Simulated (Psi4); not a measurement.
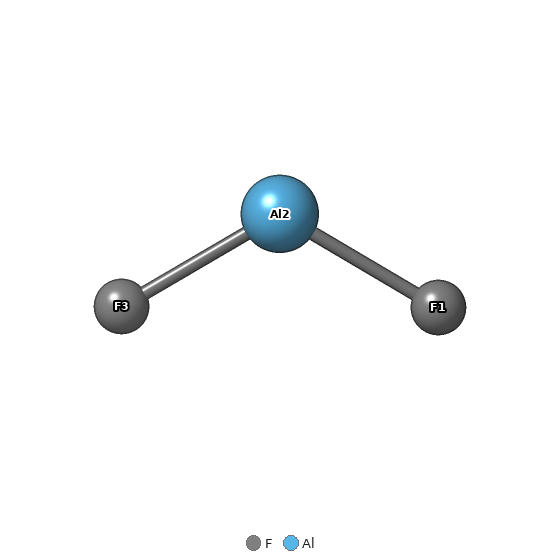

Structure of AlF₂, SMILES [F][Al][F], doublet.

Unscaled harmonic wavenumbers and double-harmonic intensities, ωB97X-D/def2-SVP (dispersion in the functional's name), Psi4 1.11, at a geometry relaxed at this level, isolated molecule.

Q: Which lines are the most intense, and is the structure a minimum?

A: The most intense lines lie at 928.4 cm⁻¹ (117.7 km/mol), 772.6 cm⁻¹ (64.6 km/mol) and 227.7 cm⁻¹ (39.7 km/mol). It has no imaginary mode, so it is a minimum.

```
 cm⁻¹  km/mol
227.7    39.7
772.6    64.6
928.4   117.7
```

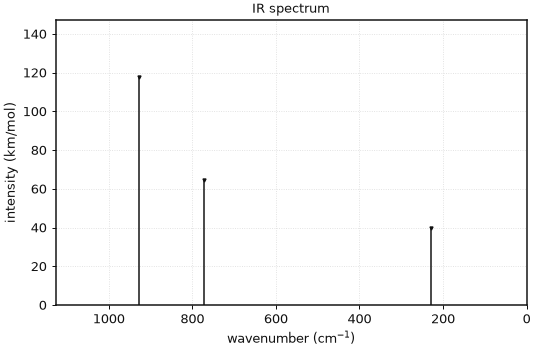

Note: double-zeta basis.
